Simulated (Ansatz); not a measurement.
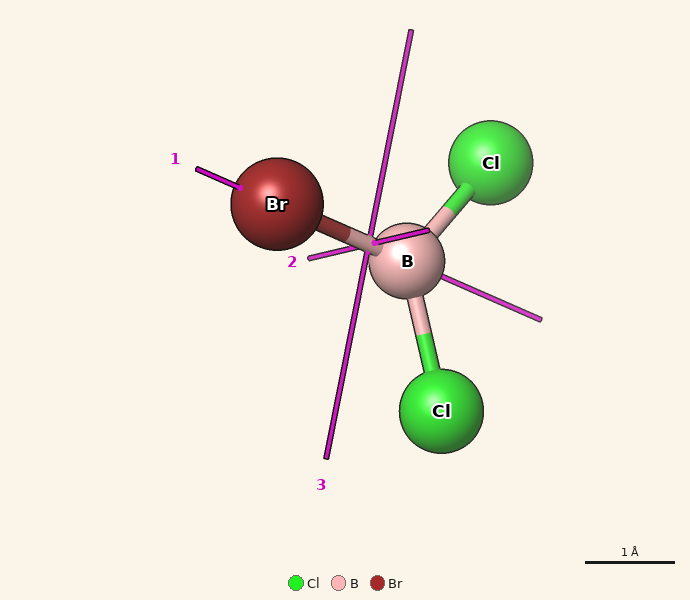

The three principal axes of inertia are drawn and numbered. Distant atoms are faded towards the background colour. Computed geometry: PBE-D4/def2-SVP optimisation. No frequency run is at hand to confirm it as a minimum. Masses are those of the most abundant isotopes; constants are for the rigid equilibrium geometry.

Question: Which line is the a axis (least moment of inertia), which b and which c?

Answer: a is line 1, b is line 3, c is line 2; the moments are 161, 292, 453 u Å².

Question: What kind of rotor is it, and what are its rotational constants in cm⁻¹?

Answer: An asymmetric top (C2v): A = 0.105, B = 0.0577, C = 0.0372 cm⁻¹. Ray's parameter κ is −0.39, nearer the prolate limit.
